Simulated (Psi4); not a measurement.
# HfF4 (SMILES F[Hf](F)(F)F): levels of theory compared

Wanted: a comparison of 3 runs (HSE06/def2-SVP, TPSSh/def2-SVP, wB97X-V/def2-SVP) of HfF4. 

The results are computed with Psi4 1.11.

8 further runs of the same task are left out: 8 that didn't finish.

## (1) The system as given

HfF4 has 5 atoms, charge 0, and is taken as a singlet. As SMILES, `F[Hf](F)(F)F`. Geometry: relaxed at PBE0-D4/def2-TZVP.

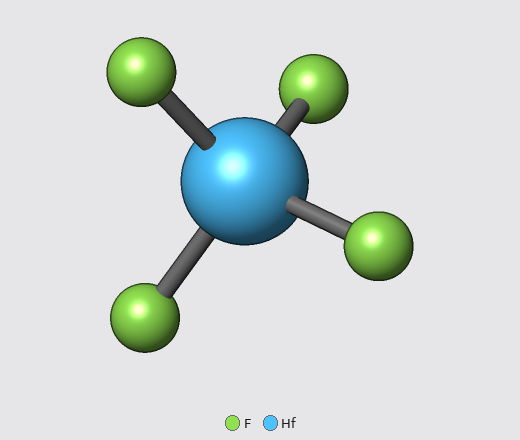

Viewed from a chosen angle; fluorine green, hafnium blue.

## (2) Energy and forces at HSE06/def2-SVP (core potential) (run 1)

The input, job.in:

```
memory 2200 mb

molecule geom {
  0 1
  F     -1.71719413    -0.21172492     3.13964768
  Hf     0.00000000     0.00000000     0.00000000
  F      3.06679873    -1.84664037     0.18848128
  F     -2.06581080    -1.37511591    -2.58697837
  F      0.71620620     3.43346229    -0.74113169
  units bohr
  symmetry c1
}

set reference rks
set puream true
set e_convergence 1e-09
set d_convergence 1e-08
set scf_type pk
set dft_radial_points 99
set dft_spherical_points 590

e_tot, wfn = gradient("hse06/def2-SVP", return_wfn=True)
oeprop(wfn, "DIPOLE", "WIBERG_LOWDIN_INDICES", "QUADRUPOLE", title="HSE06")
```

Launch:

```
$ psi4 job.in job.out -n 1
```

job.out:

```text
[...]
    !!!  WARNING: ECP capability is in beta. Please check occupations closely.  !!!
[...]
  Running in c1 symmetry.
[...]
  Nuclear repulsion =  203.528571473602000
[...]
  Multiplicity = 1
[...]
  Nalpha       = 24
  Nbeta        = 24
[...]
    Number of basis functions: 88
[...]
   @RKS iter   1:  -446.81274942028006   -9.15811e-01   9.77734e-03 ADIIS/DIIS
[...]
   @RKS iter  10:  -447.06360804566498   -4.25189e-11   9.59015e-09 DIIS
[...]
  @RKS Final Energy:  -447.06360804566498
   => Energetics <=
    Nuclear Repulsion Energy =            203.5285714736019997
    One-Electron Energy =               -1043.1206059229421044
    Two-Electron Energy =                 429.4098559112330804
    DFT Exchange-Correlation Energy =     -36.8814295075579963
    Empirical Dispersion Energy =           0.0000000000000000
    VV10 Nonlocal Energy =                  0.0000000000000000
    Total Energy =                       -447.0636080456649779
[...]
  -Total Gradient:
     Atom            X                  Y                   Z
    ------   -----------------  -----------------  -----------------
       1        0.001583076290     0.000356386052    -0.002824216205
       2        0.000005162988     0.000000768755    -0.000000881009
       3       -0.002896805778     0.001807534515    -0.000201678681
       4        0.001858807377     0.001387228069     0.002508246498
       5       -0.000707053832    -0.003041569148     0.000623233756
[...]
```

Run time: 70 s. Hardware: 1 thread of Intel Xeon at 2.50GHz (Skylake/Cascade Lake), shared host; peak memory 0.9 GiB.

## (3) Energy and forces at TPSSh/def2-SVP (core potential) (run 2)

The input, input.dat:

```
memory 2200 MB

molecule m {
  F     -0.908700    -0.112040     1.661430
  Hf     0.000000     0.000000     0.000000
  F      1.622880    -0.977200     0.099740
  F     -1.093180    -0.727680    -1.368970
  F      0.379000     1.816910    -0.392190
  units angstrom
  symmetry c1
}

set globals {
  puream               true
  e_convergence        1e-09
  d_convergence        1e-08
  scf_type             pk
  dft_radial_points    99
  dft_spherical_points 590
}

e_tot, wfn = gradient('tpssh/def2-SVP', return_wfn=True)
oeprop(wfn, 'DIPOLE', 'MAYER_INDICES', 'MULLIKEN_CHARGES', title='TPSSH')
```

Launch:

```
$ psi4 -i input.dat -o output.dat -n 1
```

output.dat:

```text
[...]
  Running in c1 symmetry.
[...]
  Nuclear repulsion =  203.528571326276847
[...]
  Multiplicity = 1
[...]
  Nalpha       = 24
  Nbeta        = 24
[...]
    Number of basis functions: 88
[...]
   @RKS iter   1:  -447.14456362587470   -8.18979e-01   9.87550e-03 ADIIS/DIIS
[...]
   @RKS iter  11:  -447.39801437112703   -1.13687e-13   2.45926e-09 DIIS
[...]
  @RKS Final Energy:  -447.39801437112703
   => Energetics <=
    Nuclear Repulsion Energy =            203.5285713262768468
    One-Electron Energy =               -1043.1968577178067790
    Two-Electron Energy =                 435.6100008101659000
    DFT Exchange-Correlation Energy =     -43.3397287897630221
    Empirical Dispersion Energy =           0.0000000000000000
    VV10 Nonlocal Energy =                  0.0000000000000000
    Total Energy =                       -447.3980143711270330
[...]
  -Total Gradient:
     Atom            X                  Y                   Z
    ------   -----------------  -----------------  -----------------
       1        0.003368438435     0.000644339481    -0.006058996640
       2        0.000004570639     0.000001137843    -0.000001092000
       3       -0.006092554173     0.003751313299    -0.000406833060
       4        0.003977459526     0.002845927841     0.005240994541
       5       -0.001465652369    -0.006571823311     0.001374421566
[...]
  Mulliken Charges: (a.u.)
   Center  Symbol    Alpha    Beta     Spin     Total
       1     F     4.67235  4.67235  0.00000 -0.34470
       2    HF     5.31061  5.31061  0.00000  1.37878
       3     F     4.67235  4.67235  0.00000 -0.34470
       4     F     4.67235  4.67235  0.00000 -0.34469
       5     F     4.67235  4.67235  0.00000 -0.34469
   Total alpha = 24.00000, Total beta = 24.00000, Total charge =  0.00000
  Mayer Bond Indices:
[...]
```

It took 83 s on 1 thread of Intel Xeon at 2.50GHz (Skylake/Cascade Lake), shared host; peak memory 0.97 GiB.

## (4) A single-point energy at wB97X-V/def2-SVP (core potential) (run 3)

The input, input.json:

```json
{
  "schema_name": "qcschema_input",
  "schema_version": 1,
  "molecule": {
    "schema_name": "qcschema_molecule",
    "schema_version": 2,
    "symbols": ["F", "Hf", "F", "F", "F"],
    "geometry": [-1.71719413, -0.21172492, 3.13964768, 0.0, 0.0, 0.0, 3.06679873, -1.84664037, 0.18848128, -2.0658108, -1.37511591, -2.58697837, 0.7162062, 3.43346229, -0.74113169],
    "molecular_charge": 0,
    "molecular_multiplicity": 1,
    "fix_symmetry": "c1",
    "fix_com": true,
    "fix_orientation": true
  },
  "driver": "energy",
  "model": {
    "method": "wb97x-v",
    "basis": "def2-SVP"
  },
  "keywords": {
    "reference": "rks",
    "puream": true,
    "e_convergence": 1e-09,
    "d_convergence": 1e-08,
    "scf_type": "pk",
    "dft_radial_points": 99,
    "dft_spherical_points": 590
  }
}
```

Launch:

```
$ psi4 --qcschema input.json -n 1 --memory 2200MB
```

stdout:

```text
[...]
    !!!  WARNING: ECP capability is in beta. Please check occupations closely.  !!!
[...]
  Running in c1 symmetry.
[...]
  Nuclear repulsion =  203.528571473602000
[...]
  Multiplicity = 1
[...]
  Nalpha       = 24
  Nbeta        = 24
[...]
    Number of basis functions: 88
[...]
   @RKS iter   1:  -446.97064315532896   -1.18746e+00   9.90502e-03 ADIIS/DIIS
[...]
   @RKS iter  11:  -447.25824414480797   -3.41061e-12   6.31100e-09 DIIS
[...]
  @RKS Final Energy:  -447.25824414480797
   => Energetics <=
    Nuclear Repulsion Energy =            203.5285714736019997
    One-Electron Energy =               -1042.9092691622442999
    Two-Electron Energy =                 425.8444251342298799
    DFT Exchange-Correlation Energy =     -33.9176373092400780
    Empirical Dispersion Energy =           0.0000000000000000
    VV10 Nonlocal Energy =                  0.1956657188445234
    Total Energy =                       -447.2582441448079749
[...]
 Multipole Moments:
 ------------------------------------------------------------------------------------
     Multipole            Electronic (a.u.)      Nuclear  (a.u.)        Total (a.u.)
 ------------------------------------------------------------------------------------
 L = 1.  Multiply by 2.5417464519 to convert [e a0] to [Debye]
 Dipole X            :         -0.0000029           -0.0000000           -0.0000029
 Dipole Y            :          0.0001770           -0.0001702            0.0000068
 Dipole Z            :         -0.0001631            0.0001701            0.0000070
 Magnitude           :                                                    0.0000102
[...]
```

The result, in JSON:

```text
{
 "driver": "energy",
 "model": {
  "method": "wb97x-v",
  "basis": "def2-SVP"
 },
 "success": true,
 "return_result": -447.258244144808,
 "properties": {
  "calcinfo_nbasis": 88,
  "calcinfo_nmo": 88,
  "calcinfo_nalpha": 24,
  "calcinfo_nbeta": 24,
  "calcinfo_natom": 5,
  "nuclear_repulsion_energy": 203.528571473602,
  "return_energy": -447.258244144808,
  "scf_one_electron_energy": -1042.9092691622443,
  "scf_two_electron_energy": 425.8444251342299,
  "scf_vv10_energy": 0.19566571884452344,
  "scf_xc_energy": -33.91763730924008,
  "scf_dipole_moment": [-2.8550052559861427e-06, 6.813262560245725e-06, 7.02791488982335e-06],
  "scf_total_energy": -447.258244144808,
  "scf_iterations": 11
 }
}
```

Run time: 2.5 min. Hardware: 1 thread of Intel Xeon at 2.50GHz (Skylake/Cascade Lake), shared host; peak memory 0.9 GiB.

## (5) All runs side by side

```csv
run,level,task,energy (Eh),dipole moment (D),HOMO energy (eV),LUMO energy (eV),wall time
1,HSE06/def2-SVP (core potential),gradient,-447.063608,0.00,-11.64,-1.20,70 s
2,TPSSh/def2-SVP (core potential),gradient,-447.398014,0.00,-10.89,-1.04,83 s
3,wB97X-V/def2-SVP (core potential),energy,-447.258244,0.00,-14.56,0.92,2.5 min
```

## (6) Results

```
            quantity          value
 run 3: total energy  -447.25824 Eh
run 3: dipole moment         0.00 D
  run 3: HOMO energy      -14.56 eV
  run 3: LUMO energy        0.92 eV
run 3: HOMO–LUMO gap       15.48 eV
```

The HOMO–LUMO gap runs from 9.85 eV (TPSSh/def2-SVP) to 15.48 eV (wB97X-V/def2-SVP). Totals of different functionals can't be ranked against each other. All runs together took 5.1 min, the longest 2.5 min.
